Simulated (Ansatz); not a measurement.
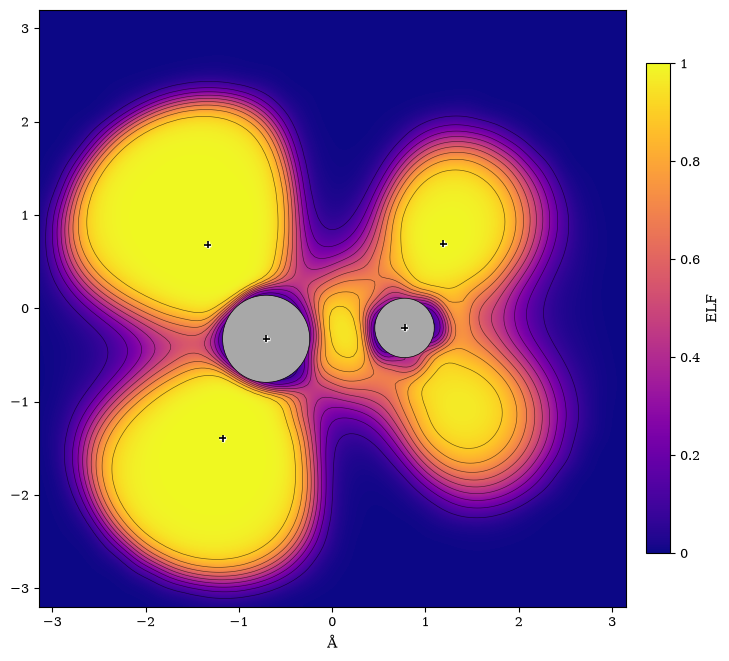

The electron localisation function on a plane through atoms (crosses mark nuclei in the plane; grey discs cover the cores).

Computed with RKS PBE0-D4/def2-TZVPP in Ansatz 0.2.0.

Candidates:
A. F₂HIn
B. AlClF₂H₂
C. BH₄N···HCl

**Which candidate gave the map?**

Candidate C: BH₄N···HCl on the plane of atoms N2, B1 and H4, which holds B, N and H. B–N (1.49 Å): the ELF peaks at about 0.95 between the atoms; a polar covalent bond. N–H (1.01 Å): the ELF climbs to about 1 towards the hydrogen, as it does in any bond to H (a covalent bond by its length).
